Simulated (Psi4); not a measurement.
# [AlF4]− (fluoroaluminate) at B2PLYP/6-311+G(d,p) (density fitting for correlation)

Aim: the vertical singlet–triplet gap of [AlF4]− (fluoroaluminate) at B2PLYP/6-311+G** (density fitting for correlation), from 2 runs. 

The results are computed with Psi4 1.11.

## Step 1: Starting point

[AlF4]−: 5 atoms, total charge -1, spin state singlet. SMILES: `[F][Al-]([F])([F])[F]`. The coordinates come from a PBE0-D4/def2-TZVPD relaxation.

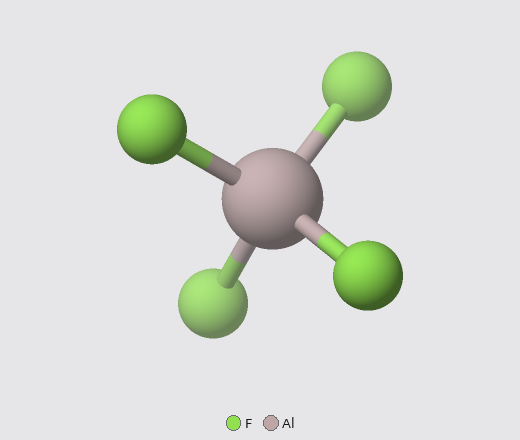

Viewed from a chosen angle; fluorine green, aluminium light grey.

## Step 2: A single-point energy at B2PLYP/6-311+G(d,p) (density fitting for correlation)

Input file job.in:

```
memory 2.2 GB

molecule m {
  -1 1
  F     -0.101500    -0.294000     1.660000
  Al     0.000000     0.000000     0.000000
  F     -1.343000     0.895800    -0.496200
  F      0.034500    -1.469900    -0.831000
  F      1.409900     0.868100    -0.332800
  symmetry c1
}

set globals {
  basis                6-311+G**
  puream               true
  e_convergence        1e-09
  d_convergence        1e-08
  scf_type             pk
  dft_radial_points    99
  dft_spherical_points 590
  num_frozen_docc      9
}

E = energy("b2plyp")
```

Run with:

```sh
$ psi4 job.in job.out -n 1
```

job.out:

```text
[...]
  Running in c1 symmetry.
[...]
  Nuclear repulsion =  239.890506033856099
[...]
  Multiplicity = 1
[...]
  Nalpha       = 25
  Nbeta        = 25
[...]
    Number of basis functions: 118
[...]
   @RKS iter   1:  -641.42946595696583   -1.31272e+00   7.71106e-03 ADIIS/DIIS
[...]
   @RKS iter  10:  -641.67922390444812   -1.81899e-12   8.53513e-10 DIIS
[...]
    Orbital Energies [Eh]
    ---------------------
    Doubly Occupied:
       1A    -56.871678     2A    -25.117003     3A    -25.116995
       4A    -25.116993     5A    -25.116991     6A     -4.265826
       7A     -2.722508     8A     -2.722508     9A     -2.722508
      10A     -1.122523    11A     -1.105486    12A     -1.105475
      13A     -1.105474    14A     -0.391321    15A     -0.343196
      16A     -0.343191    17A     -0.343190    18A     -0.310777
      19A     -0.310777    20A     -0.301823    21A     -0.301822
      22A     -0.301822    23A     -0.278503    24A     -0.278502
      25A     -0.278498
[...]
  @RKS Final Energy:  -641.67922390444812
   => Energetics <=
    Nuclear Repulsion Energy =            239.8905060338560986
    One-Electron Energy =               -1386.1909888343434432
    Two-Electron Energy =                 533.8250518176004107
    DFT Exchange-Correlation Energy =     -29.2037929215611740
    Empirical Dispersion Energy =           0.0000000000000000
    VV10 Nonlocal Energy =                  0.0000000000000000
    Total Energy =                       -641.6792239044481221
[...]
 Multipole Moments:
 ------------------------------------------------------------------------------------
     Multipole            Electronic (a.u.)      Nuclear  (a.u.)        Total (a.u.)
 ------------------------------------------------------------------------------------
 L = 1.  Multiply by 2.5417464519 to convert [e a0] to [Debye]
 Dipole X            :          0.0001098            0.0000076            0.0001174
 Dipole Y            :          0.0000241            0.0000000            0.0000241
 Dipole Z            :         -0.0000059           -0.0000000           -0.0000059
 Magnitude           :                                                    0.0001200
[...]
```

Run time: 11 s. Hardware: 1 thread of Intel Xeon 6975P-C (Granite Rapids), shared host; peak memory 0.68 GiB.

## Step 3: The triplet at the same level

Input file input.inp:

```
memory 2.2 GB

molecule m {
  -1 3
  F     -0.19180720    -0.55557948     3.13694537
  Al     0.00000000     0.00000000     0.00000000
  F     -2.53790219     1.69281666    -0.93768210
  F      0.06519555    -2.77770843    -1.57036241
  F      2.66432486     1.64047125    -0.62890085
  units bohr
  symmetry c1
}

set basis 6-311+G**
set reference uks
set puream true
set e_convergence 1e-09
set d_convergence 1e-08
set scf_type pk
set dft_radial_points 99
set dft_spherical_points 590
set num_frozen_docc 9
set maxiter 100

energy_value = energy('b2plyp')
print_variables()
```

Run with:

```sh
$ psi4 -n 1 input.inp input.out
```

input.out:

```text
[...]
  Running in c1 symmetry.
[...]
  Nuclear repulsion =  239.890506116722207
[...]
  Multiplicity = 3
[...]
  Nalpha       = 26
  Nbeta        = 24
[...]
    Number of basis functions: 118
[...]
   @UKS iter   1:  -641.13538082463117   -1.01863e+00   6.02689e-03 ADIIS/DIIS
[...]
   @UKS iter  50:  -641.33596947520743   -2.38742e-12   5.76906e-09 DIIS
[...]
   @S^2 Observed:                2.022074662E+00
[...]
    Orbital Energies [Eh]
    ---------------------
    Alpha Occupied:
       1A    -56.966770     2A    -25.283022     3A    -25.283021
       4A    -25.283018     5A    -25.165104     6A     -4.360831
       7A     -2.817700     8A     -2.817700     9A     -2.815963
      10A     -1.274740    11A     -1.263169    12A     -1.263166
      13A     -1.156797    14A     -0.516298    15A     -0.490691
      16A     -0.490688    17A     -0.464263    18A     -0.464262
      19A     -0.457786    20A     -0.453613    21A     -0.432775
      22A     -0.432773    23A     -0.383382    24A     -0.341729
      25A     -0.341728    26A      0.055775
    Alpha Virtual:
[...]
  @UKS Final Energy:  -641.33596947520743
   => Energetics <=
    Nuclear Repulsion Energy =            239.8905061167222073
    One-Electron Energy =               -1380.6986367468259687
    Two-Electron Energy =                 528.5218702793659986
    DFT Exchange-Correlation Energy =     -29.0497091244696755
    Empirical Dispersion Energy =           0.0000000000000000
    VV10 Nonlocal Energy =                  0.0000000000000000
    Total Energy =                       -641.3359694752074347
[...]
 Multipole Moments:
 ------------------------------------------------------------------------------------
     Multipole            Electronic (a.u.)      Nuclear  (a.u.)        Total (a.u.)
 ------------------------------------------------------------------------------------
 L = 1.  Multiply by 2.5417464519 to convert [e a0] to [Debye]
 Dipole X            :          0.8804170            0.0000076            0.8804246
 Dipole Y            :          0.5421902            0.0000000            0.5421902
 Dipole Z            :         -0.2079124           -0.0000000           -0.2079124
 Magnitude           :                                                    1.0546778
[...]
```

It took 56 s on 1 thread of Intel Xeon 6975P-C (Granite Rapids), shared host; peak memory 0.69 GiB.

## Step 4: Summary of results

At B2PLYP/6-311+G** (density fitting for correlation), 9 core orbitals frozen:

```
                                                         quantity          value
                                            singlet: total energy  -641.97331 Eh
                       singlet: HOMO energy (SCF part's orbitals)       -7.58 eV
                       singlet: LUMO energy (SCF part's orbitals)        4.47 eV
   singlet: HOMO–LUMO gap (to an unbound level, set by the basis)       12.05 eV
                                            triplet: total energy  -641.64710 Eh
triplet: HOMO energy (SCF part's orbitals) (highest over α and β)        1.52 eV
                                                    triplet: ⟨S²⟩          2.022
                 vertical energy of the triplet above the singlet       8.877 eV
```

In words: At this shape the triplet lies 8.88 eV (205 kcal/mol) above the singlet. For an anion a state so high probably lies above electron detachment. The HOMO (triplet) lies at positive energy, 1.52 eV; only total energies tell whether the electron is bound.
